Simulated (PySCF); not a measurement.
# C3H5ClO (alpha-epichlorohydrin): what the fields show

The calculation's input:

```
{"job": {"kind": "uv", "xc": "CAM-B3LYP", "basis": "def2-SVPD", "ip": true}, "charge": 0, "multiplicity": 1}
Cl     2.070192     0.784138     1.077823
C      1.208206    -0.176195    -0.155638
C     -0.171740     0.369534    -0.374875
C     -1.311970    -0.145098     0.378950
O     -1.085145    -0.529492    -0.960940
H      1.155604    -1.218355     0.187446
H      1.801962    -0.137961    -1.079481
H     -0.212352     1.400069    -0.754619
H     -2.182833     0.499765     0.549942
H     -1.147252    -0.923156     1.135820
```

Run with:

```sh
OMP_NUM_THREADS=1 python probes_run.py task.json out
```

Geometry: PBE0-D3(BJ)/def2-SVP.

These are results of PySCF 2.14.0, CAM-B3LYP/def2-SVPD, SCF density, gas phase, not measurements.

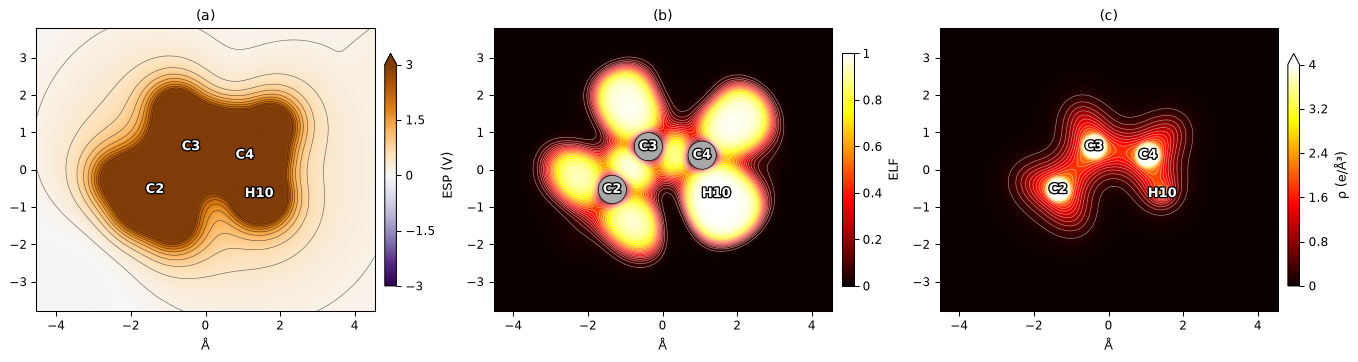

Figure 1. (a) electrostatic potential; (b) electron localisation function; (c) electron density on the plane of atoms C3, C4 and H10. Grey discs cover the atomic cores in the ELF map.

Q: Describe what can be read from this map.

A:
- Atoms in the plane: C and H.
- C–C (1.46 Å): ρ at the midpoint is about 1.7 e/Å³; the ELF peaks at about 0.90 between the atoms, as expected for a covalent bond.
- C–H (1.10 Å): the density is about 2 e/Å³ at the midpoint; the ELF climbs to about 1 towards the hydrogen, as it does in any bond to H; a covalent bond by its length.
- The potential has no marked negative region in this plane.

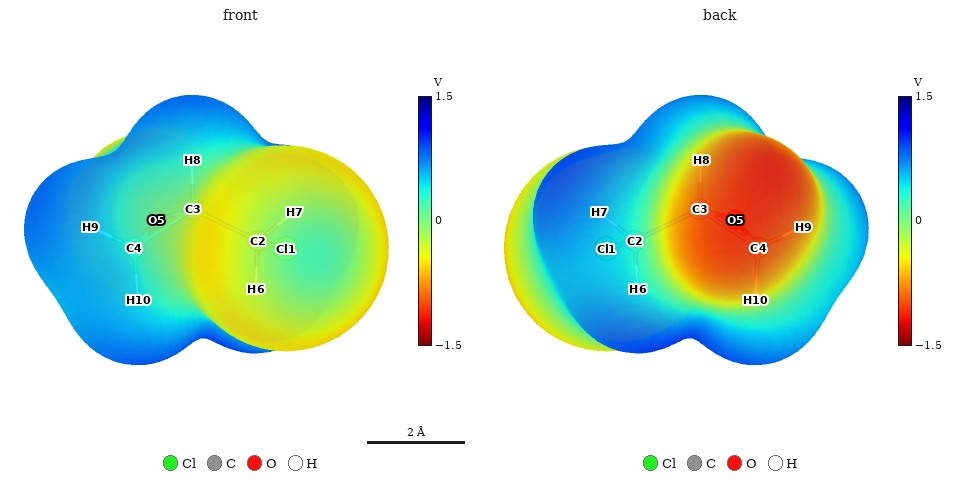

Figure 2. The molecular electrostatic potential painted on the density surface at 0.001 e/bohr³, seen from the front and from behind; red is negative and blue positive.

Q: Describe the electrostatic potential map.

A: The most negative region (about −1.2 V, or −28 kcal/mol for a unit charge) lies over O5, the most positive (about +0.9 V, or +21 kcal/mol for a unit charge) over H6, H7 and H10. Cl1 shows a σ-hole: about +0.2 V at the tip opposite its bond, against about −0.4 V, or −9 kcal/mol for a unit charge on its flanks. O5 is the likeliest acceptor of a hydrogen bond.

Q: How polar is the molecule by this calculation?

A: Its dipole moment is 0.52 D.
